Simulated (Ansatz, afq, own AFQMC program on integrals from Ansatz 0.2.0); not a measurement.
# RuH (sextet): quantum Monte Carlo beside coupled cluster at distance Ru1–H2 = 3.797 Å, def2-TZVP

Aim: compute RuH (sextet) with auxiliary-field quantum Monte Carlo on the same integrals as coupled cluster, and set the energies side by side.

Method: def2-TZVP, frozen cores; program: Ansatz 0.2.0, Gaussian basis, and an in-house AFQMC program (afq) on its integrals; all values are calculated.

The runs, in order: PBE (unrestricted); r2SCAN (unrestricted); PBE0 (unrestricted); B3LYP (unrestricted); wB97M-V (unrestricted); B2PLYP (unrestricted); CCSD(T) on UHF; CCSDT(Q) on UHF; Phaseless AFQMC, CISD trial on UHF.

9 further runs of the same task are left out: 1 that didn't finish, 8 set aside as unsound or not needed. Runs told in other sessions of the task aren't counted.

**1. The system**

The geometry derives from a PBE0/def2-TZVP stationary point (not a proven minimum). One bond is set to the value named and the two fragments are kept rigid. No spin-orbit coupling is included. Elements past krypton take def2 core potentials.

2 atoms, charge 0, spin multiplicity 6.

Atoms are counted from 1 here; the program's logs count them from 0.

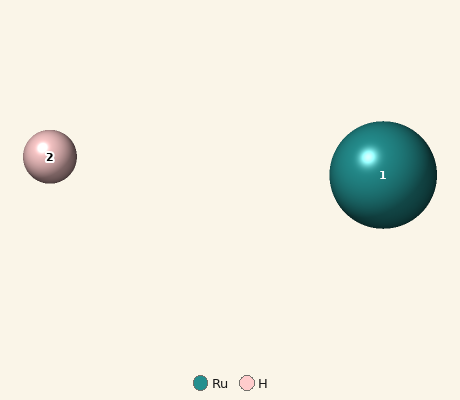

The geometry (ruthenium teal, hydrogen pink); atoms are numbered from 1 in the order of the file.

**2. PBE (unrestricted)**

Input file in.yaml:

```yaml
crystal:
  periodic: [false, false, false]
  atoms:
    - {symbol: Ru, position_ang: [0.000000, 0.000000, 0.000000]}
    - {symbol: H, position_ang: [0.000000, 0.000000, 3.797000]}
basis:
  gaussian: {orbitals: def2-TZVP}
magnetization: {spin_polarized: true, initial_magnetization: 5}
hamiltonian: {xc: {name: PBE}}
output: {orbitals: {seedname: orbitals}}
```

Run with:

```
> ansatz run in.yaml --threads 1 --pin off --events-out ev --progress --plain --max-ram 1382MiB
```

The log of the run:

```text
Functional definition: PBE
  name "PBE"
  cite "Perdew, Burke & Ernzerhof, Phys. Rev. Lett. 77, 3865 (1996) doi:10.1103/PhysRevLett.77.3865"
  parent pbe
  parameter kappa = 0.804
  parameter beta = 0.06672455060314922
  exchange = pbe_x(kappa = kappa, mu = beta*pi^2/3)
  correlation = pbe_c(beta = beta)
398 factors; their error is unknown
mean field evaluation 1: about -2590.6561 eV, gradient 2.5e1 eV
mean field evaluation 2: about -2565.7576 eV, gradient 6.9e1 eV
mean field evaluation 4: about -2593.1339 eV, gradient 7.0e0 eV
mean field evaluation 8: about -2593.6929 eV, gradient 5.9e-1 eV
mean field evaluation 16: about -2593.6910 eV, gradient 7.9e-5 eV
mean field evaluation 32: about -2593.6995 eV, gradient 1.0e-3 eV
mean field evaluation 64: about -2593.6995 eV, gradient 3.7e-3 eV
mean field evaluation 96: about -2593.4136 eV, gradient 5.5e0 eV
mean field evaluation 128: about -2593.5202 eV, gradient 1.1e-1 eV
mean field evaluation 160: about -2593.6987 eV, gradient 6.6e-2 eV
mean field -2593.69949664 eV, -95.3166984289 hartree, gradient 3.8e-6 eV, S^2 8.750877; 9 other end points of the search recorded, 0 dependent functions left out
reference -2593.69953787 eV, -95.3166999441 hartree; 11, 6 occupied and 35, 40 virtual orbitals, 398 factors
Total energy: -2593.69953787 eV, -95.3166999441 hartree
```

It took 7 s on 1 thread of Intel Xeon Platinum 8488C (Sapphire Rapids), shared host.

From the report: ⟨S²⟩ of the determinant 8.751 (pure sextet: 8.75).

**3. r2SCAN (unrestricted)**

in.yaml, as its differences from that of step 2:

```diff
@@ -8,3 +8,2 @@
 magnetization: {spin_polarized: true, initial_magnetization: 5}
-hamiltonian: {xc: {name: PBE}}
-output: {orbitals: {seedname: orbitals}}
+hamiltonian: {xc: {name: r2SCAN}}
```

The command is unchanged.

The log of the run (excerpt; [...] marks lines left out):

```text
Functional definition: r2SCAN
  name "r2SCAN"
  cite "Furness, Kaplan, Ning, Perdew & Sun, J. Phys. Chem. Lett. 11, 8208 (2020) doi:10.1021/acs.jpclett.0c02405"
  cite "Furness, Kaplan, Ning, Perdew & Sun, J. Phys. Chem. Lett. 11, 9248 (2020) doi:10.1021/acs.jpclett.0c03077"
  parent r2scan
[...]
398 factors; their error is unknown
[...]
mean field -2594.30413728 eV, -95.3389185624 hartree, gradient 3.0e-6 eV, S^2 8.756215; 8 other end points of the search recorded, 0 dependent functions left out
reference -2594.30415699 eV, -95.3389192868 hartree; 11, 6 occupied and 35, 40 virtual orbitals, 398 factors
Total energy: -2594.30415699 eV, -95.3389192868 hartree
```

Run time: 17 s. Hardware: 1 thread of Intel Xeon Platinum 8488C (Sapphire Rapids), shared host.

From the report: ⟨S²⟩ of the determinant 8.756 (pure sextet: 8.75).

**4. PBE0 (unrestricted)**

in.yaml, as its differences from that of step 3:

```diff
@@ -8,2 +8,3 @@
 magnetization: {spin_polarized: true, initial_magnetization: 5}
-hamiltonian: {xc: {name: r2SCAN}}
+hamiltonian: {xc: {name: PBE0}}
+output: {orbitals: {seedname: orbitals}}
```

Same command.

The log of the run:

```text
Functional definition: PBE0
  name "PBE0"
  cite "Adamo & Barone, J. Chem. Phys. 110, 6158 (1999) doi:10.1063/1.478522"
  cite "Perdew, Burke & Ernzerhof, Phys. Rev. Lett. 77, 3865 (1996) doi:10.1103/PhysRevLett.77.3865"
  parent pbe
  parameter a = 0.25
  parameter kappa = 0.804
  parameter beta = 0.06672455060314922
  exchange = (1 - a)*pbe_x(kappa = kappa, mu = beta*pi^2/3) + a*exact_x
  correlation = pbe_c(beta = beta)
422 factors; their error is unknown
mean field evaluation 1: about -2590.5401 eV, gradient 2.2e1 eV
mean field evaluation 2: about -2580.2086 eV, gradient 4.9e1 eV
mean field evaluation 4: about -2592.4566 eV, gradient 2.2e0 eV
mean field evaluation 8: about -2593.0153 eV, gradient 1.7e0 eV
mean field evaluation 16: about -2593.1013 eV, gradient 2.2e-5 eV
mean field evaluation 32: about -2593.1066 eV, gradient 2.3e-2 eV
mean field -2593.10682374 eV, -95.2949181017 hartree, gradient 1.6e-6 eV, S^2 8.751098; 4 other end points of the search recorded, 0 dependent functions left out
reference -2593.10685454 eV, -95.2949192333 hartree; 11, 6 occupied and 35, 40 virtual orbitals, 422 factors
Total energy: -2593.10685454 eV, -95.2949192333 hartree
```

Wall time 4.3 s (1 thread of Intel Xeon Platinum 8488C (Sapphire Rapids), shared host).

From the report: ⟨S²⟩ of the determinant 8.751 (pure sextet: 8.75).

**5. B3LYP (unrestricted)**

in.yaml, as its differences from that of step 4:

```diff
@@ -8,3 +8,2 @@
 magnetization: {spin_polarized: true, initial_magnetization: 5}
-hamiltonian: {xc: {name: PBE0}}
-output: {orbitals: {seedname: orbitals}}
+hamiltonian: {xc: {name: B3LYP}}
```

Launched as before.

The log of the run (excerpt; [...] marks lines left out):

```text
Functional definition: B3LYP
  name "B3LYP"
  cite "Stephens, Devlin, Chabalowski & Frisch, J. Phys. Chem. 98, 11623 (1994) doi:10.1021/j100096a001"
  cite "Becke, Phys. Rev. A 38, 3098 (1988) doi:10.1103/PhysRevA.38.3098"
  cite "Lee, Yang & Parr, Phys. Rev. B 37, 785 (1988) doi:10.1103/PhysRevB.37.785"
  cite "Vosko, Wilk & Nusair, Can. J. Phys. 58, 1200 (1980) doi:10.1139/p80-159"
[...]
422 factors; their error is unknown
[...]
mean field -2594.34431255 eV, -95.3403949765 hartree, gradient 5.5e-6 eV, S^2 8.752143; 4 other end points of the search recorded, 0 dependent functions left out
reference -2594.34450487 eV, -95.3404020440 hartree; 11, 6 occupied and 35, 40 virtual orbitals, 422 factors
Total energy: -2594.34450487 eV, -95.3404020440 hartree
```

Wall time 4.7 s (1 thread of Intel Xeon Platinum 8488C (Sapphire Rapids), shared host).

From the report: ⟨S²⟩ of the determinant 8.752 (pure sextet: 8.75).

**6. wB97M-V (unrestricted)**

in.yaml, as its differences from that of step 5:

```diff
@@ -8,2 +8,3 @@
 magnetization: {spin_polarized: true, initial_magnetization: 5}
-hamiltonian: {xc: {name: B3LYP}}
+hamiltonian: {xc: {name: wB97M-V}}
+output: {orbitals: {seedname: orbitals}}
```

The command is unchanged.

The log of the run (excerpt; [...] marks lines left out):

```text
Functional definition: wB97M-V
  name "wB97M-V"
  cite "Mardirossian & Head-Gordon, J. Chem. Phys. 144, 214110 (2016) doi:10.1063/1.4952647"
  cite "Becke, J. Chem. Phys. 107, 8554 (1997) doi:10.1063/1.475007"
  cite "Vydrov & Van Voorhis, J. Chem. Phys. 133, 244103 (2010) doi:10.1063/1.3521275"
  # Of w^i u^j: cxij and so on, Table III.
[...]
  gx(w, u) = 1 - cx + cx01*u + cx10*w
  gss(w, u) = css00 + css04*u^4 + css10*w + css20*w^2 + css43*w^4*u^3
  gos(w, u) = cos00 + cos10*w + (cos20 + cos21*u)*w^2 + (cos60 + cos61*u)*w^6
[...]
      + integral(e_c_pw_mod_opposite_spin*gos(b97_w_opposite, b97_u_opposite)) + vv10(b, c)
409 factors; their error is unknown
102 factors; integrals over basis functions are off by at most 2.7e-5 eV
[...]
mean field -2590.61279611 eV, -95.2032642767 hartree, gradient 6.6e-6 eV, S^2 8.752244; 4 other end points of the search recorded, 0 dependent functions left out
reference -2590.61283601 eV, -95.2032657429 hartree; 11, 6 occupied and 35, 40 virtual orbitals, 409 factors
Total energy: -2590.61283601 eV, -95.2032657429 hartree
```

It took 47 s on 1 thread of Intel Xeon Platinum 8488C (Sapphire Rapids), shared host.

From the report: ⟨S²⟩ of the determinant 8.752 (pure sextet: 8.75).

**7. B2PLYP (unrestricted)**

in.yaml, as its differences from that of step 6:

```diff
@@ -8,3 +8,3 @@
 magnetization: {spin_polarized: true, initial_magnetization: 5}
-hamiltonian: {xc: {name: wB97M-V}}
-output: {orbitals: {seedname: orbitals}}
+hamiltonian: {xc: {name: B2PLYP}}
+correlation: {electrons: outside_noble_gas}
```

Launched as before.

The log of the run (excerpt; [...] marks lines left out):

```text
Functional definition: B2PLYP
  name "B2PLYP"
  cite "Grimme, J. Chem. Phys. 124, 034108 (2006) doi:10.1063/1.2148954"
  cite "Becke, Phys. Rev. A 38, 3098 (1988) doi:10.1103/PhysRevA.38.3098"
  cite "Lee, Yang & Parr, Phys. Rev. B 37, 785 (1988) doi:10.1103/PhysRevB.37.785"
[...]
421 factors; integrals over basis functions are off by at most 4.5e-4 eV
[...]
mean field -2586.65004081 eV, -95.0576357053 hartree, gradient 2.1e-9 eV, S^2 8.752262; 6 other end points of the search recorded, 0 dependent functions left out
4 core orbitals not correlated: weight in the atoms' cores, before any rotation towards them, 1.000 or more for the frozen orbitals, at most 0.000 for the correlated occupied ones
reference -2586.65016339 eV, -95.0576402101 hartree; 7, 2 occupied and 35, 40 virtual orbitals, 421 factors
second order -4.42350522 eV of doubles, -0.00000000 eV of singles
Total energy: -2587.84450980 eV, -95.1015316311 hartree
```

It took 7 s on 1 thread of Intel Xeon Platinum 8488C (Sapphire Rapids), shared host.

From the report: ⟨S²⟩ of the determinant 8.752 (pure sextet: 8.75).

**8. CCSD(T) on UHF**

in.yaml, as its differences from that of step 7:

```diff
@@ -8,3 +8,2 @@
 magnetization: {spin_polarized: true, initial_magnetization: 5}
-hamiltonian: {xc: {name: B2PLYP}}
-correlation: {electrons: outside_noble_gas}
+correlation: {method: ccsd_t, electrons: outside_noble_gas, hamiltonian_folder: ham}
```

Same command.

The log of the run (excerpt; [...] marks lines left out):

```text
Functional definition: HF
  name "HF"
  cite "Fock, Z. Phys. 61, 126 (1930) doi:10.1007/BF01340294"
  parent pbe
[...]
421 factors; integrals over basis functions are off by at most 4.5e-4 eV
[...]
mean field -2574.73936703 eV, -94.6199265174 hartree, gradient 9.1e-6 eV, S^2 8.753198; 37 other end points of the search recorded, 0 dependent functions left out
determinant -2574.73936703 eV, -94.6199265174 hartree, with singles and doubles -2578.60938002 eV, -94.7621468714 hartree
determinant -2574.73684389 eV, -94.6198337938 hartree, with singles and doubles -2578.60532204 eV, -94.7619977435 hartree
determinant -2574.43603301 eV, -94.6087791975 hartree, with singles and doubles -2578.41325452 eV, -94.7549393923 hartree
determinant -2574.43461358 eV, -94.6087270344 hartree, with singles and doubles -2578.41303643 eV, -94.7549313777 hartree
[...]
determinant -2574.10118361 eV, -94.5964737092 hartree, with singles and doubles -2578.09303011 eV, -94.7431713622 hartree
determinant -2574.09856796 eV, -94.5963775858 hartree, with singles and doubles -2578.09375224 eV, -94.7431979002 hartree
determinant -2574.09814906 eV, -94.5963621916 hartree, with singles and doubles -2578.09107771 eV, -94.7430996130 hartree
determinant -2574.07693410 eV, -94.5955825562 hartree, with singles and doubles -2578.06924553 eV, -94.7422972952 hartree
4 core orbitals not correlated: weight in the atoms' cores, before any rotation towards them, 0.999 or more for the frozen orbitals, at most 0.000 for the correlated occupied ones
reference -2574.73936703 eV, -94.6199265174 hartree; 7, 2 occupied and 35, 40 virtual orbitals, 421 factors
second order -3.70612690 eV of doubles, -0.00000000 eV of singles
cycle   1  -3.87504552 eV  change    1.2e-6 eV  update   4.1e-6
perturbative correction -0.07903739 eV, -0.0029045707 hartree
Total energy: -2578.69344995 eV, -94.7652363844 hartree
```

Run time: 18 s. Hardware: 1 thread of Intel Xeon Platinum 8488C (Sapphire Rapids), shared host.

From the report: ⟨S²⟩ of the determinant 8.753 (pure sextet: 8.75); correlation -3.9541 eV; T1 0.011; largest double amplitude 0.03.

This run also writes the integrals to the folder ham.

**9. CCSDT(Q) on UHF**

in.yaml, as its differences from that of step 8:

```diff
@@ -8,2 +8,2 @@
 magnetization: {spin_polarized: true, initial_magnetization: 5}
-correlation: {method: ccsd_t, electrons: outside_noble_gas, hamiltonian_folder: ham}
+correlation: {method: ccsdt_q, electrons: outside_noble_gas}
```

The command is unchanged.

The log of the run (excerpt; [...] marks lines left out):

```text
Functional definition: HF
  name "HF"
  cite "Fock, Z. Phys. 61, 126 (1930) doi:10.1007/BF01340294"
  parent pbe
[...]
669 factors; integrals over basis functions are off by at most 8.8e-8 eV
[...]
mean field -2574.73939219 eV, -94.6199274421 hartree, gradient 9.1e-6 eV, S^2 8.753198; 37 other end points of the search recorded, 0 dependent functions left out
determinant -2574.73939219 eV, -94.6199274421 hartree, with singles and doubles -2578.60941098 eV, -94.7621480094 hartree
determinant -2574.73686895 eV, -94.6198347145 hartree, with singles and doubles -2578.60537210 eV, -94.7619995834 hartree
determinant -2574.43605836 eV, -94.6087801294 hartree, with singles and doubles -2578.41329788 eV, -94.7549409859 hartree
determinant -2574.43463823 eV, -94.6087279406 hartree, with singles and doubles -2578.41299978 eV, -94.7549300309 hartree
[...]
determinant -2574.10119633 eV, -94.5964741766 hartree, with singles and doubles -2578.09304020 eV, -94.7431717331 hartree
determinant -2574.09858169 eV, -94.5963780904 hartree, with singles and doubles -2578.09376288 eV, -94.7431982912 hartree
determinant -2574.09816250 eV, -94.5963626855 hartree, with singles and doubles -2578.09108822 eV, -94.7430999992 hartree
determinant -2574.07694678 eV, -94.5955830222 hartree, with singles and doubles -2578.06925488 eV, -94.7422976387 hartree
4 core orbitals not correlated: weight in the atoms' cores, before any rotation towards them, 0.999 or more for the frozen orbitals, at most 0.000 for the correlated occupied ones
reference -2574.73939219 eV, -94.6199274421 hartree; 7, 2 occupied and 35, 40 virtual orbitals, 669 factors
second order -3.70612536 eV of doubles, -0.00000000 eV of singles
cycle   1  -3.81359751 eV  change   -1.1e-1 eV  update   4.4e-2
[...]
cycle  25  -3.96373642 eV  change   -2.4e-7 eV  update   1.1e-6
perturbative correction -0.00440634 eV, -0.0001619301 hartree
Total energy: -2578.70753495 eV, -94.7657539988 hartree
```

It took 38 s on 1 thread of Intel Xeon Platinum 8488C (Sapphire Rapids), shared host; peak memory 0.31 GiB.

From the report: ⟨S²⟩ of the determinant 8.753 (pure sextet: 8.75); correlation -3.9681 eV; T1 0.011; largest double amplitude 0.04.

**10. Phaseless AFQMC, CISD trial on UHF**

It reads the integrals that the CCSD(T) run on this determinant wrote.

Run with:

```
> afq ham --method phaseless --trial cisd --walkers 60 --populations 1 --least-time 40 --time-step 0.005 --steps-per-block 50 --equilibration-blocks 40 --max-blocks 300 --target-error 0.00072 --factor-cut 1e-05 --start spin_pure --seed 8543 --release-times 0.24,0.6,1.2,2,3,4.2 --release-step 0.04 --release-every 4 --taylor-order 6
```

The log of the run:

```text
orbitals 42  electrons 7 2  factors 296 of 421
reference energy -94.61992652 Eh
CCSD correlation -0.14240527 Eh in 16 cycles, weight of the determinant in the CISD state 0.9497
energy of the start -94.762341 Eh
 block  time / (1/Eh)  mean weight  energy / Eh
     1     0.250  1.0008  -94.761856
     2     0.500  1.0002  -94.762524
     3     0.750  1.0009  -94.762768
     4     1.000  1.0020  -94.764615
     5     1.250  0.9991  -94.764000
     6     1.500  0.9993  -94.764483
     7     1.750  1.0006  -94.765197
     8     2.000  0.9995  -94.765063
     9     2.250  1.0019  -94.769927
    10     2.500  1.0015  -94.766804
    11     2.750  0.9988  -94.767502
    16     4.000  1.0015  -94.763795
    21     5.250  1.0004  -94.763623
    26     6.500  0.9993  -94.767546
    31     7.750  0.9999  -94.764992
    36     9.000  1.0004  -94.766253
    41    10.250  0.9972  -94.763319
    46    11.500  0.9993  -94.765941
    51    12.750  0.9974  -94.766872
    56    14.000  0.9997  -94.763630
    61    15.250  1.0029  -94.768385
    66    16.500  1.0012  -94.765588
    71    17.750  0.9986  -94.766599
    76    19.000  0.9998  -94.763205
    81    20.250  0.9989  -94.766538
    86    21.500  1.0003  -94.761607
    91    22.750  0.9972  -94.763752
    96    24.000  1.0005  -94.764709
   101    25.250  0.9996  -94.769334
   106    26.500  1.0015  -94.765121
   111    27.750  0.9993  -94.764742
   116    29.000  0.9991  -94.765987
   121    30.250  0.9999  -94.764445
   126    31.500  0.9985  -94.767946
   131    32.750  1.0006  -94.768976
   136    34.000  0.9954  -94.764075
   141    35.250  0.9980  -94.765148
   146    36.500  1.0019  -94.765885
   151    37.750  1.0016  -94.764031
   156    39.000  0.9986  -94.766676
   161    40.250  0.9985  -94.760009
   166    41.500  1.0041  -94.766964
   171    42.750  0.9985  -94.767163
   176    44.000  1.0011  -94.765955
   181    45.250  0.9976  -94.765698
   186    46.500  1.0029  -94.766437
   191    47.750  1.0001  -94.773488
   196    49.000  1.0010  -94.767676
blocks merged  error / Eh  count
     1  0.000178  160
     2  0.000208  80
     4  0.000202  40
     8  0.000196  20
    16  0.000190  10
released: time / (1/Eh)  energy / Eh  error  mean overlap
  0.24  -94.765816  0.000387  0.9964
  0.60  -94.765547  0.000363  0.9892
  1.20  -94.765213  0.000450  0.9916
  2.00  -94.765805  0.000524  0.9973
  3.00  -94.765679  0.000742  1.0056
  4.20  -94.766408  0.000848  1.0413
energy -94.765519 +/- 0.000202 Eh
```

It took 5.6 min on 1 thread of Intel Xeon Platinum 8488C (Sapphire Rapids), shared host.

Energy -2578.7012 ± 0.0055 eV. Caveats: constraint bias not in the error.

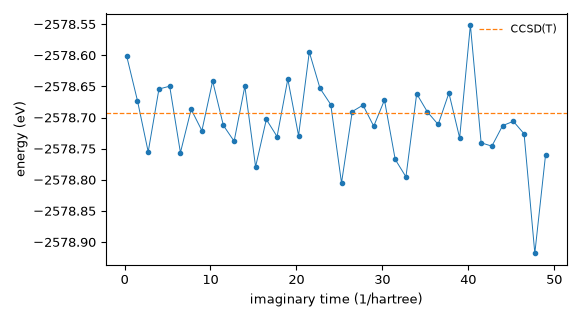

Block energies along the walk.

**11. All levels side by side**

On the UHF determinant, counted from CCSDT(Q) (a yardstick, not exact):

```
                                              level  energy (eV)  from CCSDT(Q) (meV)  statistical error (meV)     time
                                                 HF   -2574.7394              +3968.2                                  
                                                MP2   -2578.4455               +262.0                                  
                                               CCSD   -2578.6144                +93.1                                  
                                            CCSD(T)   -2578.6934                +14.1                                  
                                           CCSDT(Q)   -2578.7075                  0.0                                  
Phaseless AFQMC, CISD trial, step 0.005, 60 walkers   -2578.7012                 +6.4                      5.5  5.6 min
```

The functionals' totals stand on their own zeros and serve differences with other points: PBE -2593.700 eV; r2SCAN -2594.304 eV; PBE0 -2593.107 eV; B3LYP -2594.345 eV; wB97M-V -2590.613 eV; B2PLYP -2587.845 eV.

**12. What came out**

| quantity | value |
| --- | --- |
| CCSD(T) on UHF from CCSDT(Q) | +14.1 meV |
| Phaseless AFQMC, CISD trial on UHF from CCSDT(Q) | +6.4 ± 5.5 meV |

What this shows: On UHF the phaseless walk with the CISD trial lies +6.4 meV from CCSDT(Q), within three error bars. Error bars are statistical and leave out the constraint, the time step and what remains of the start. Ru carries a core potential, and spin-orbit coupling is left out.
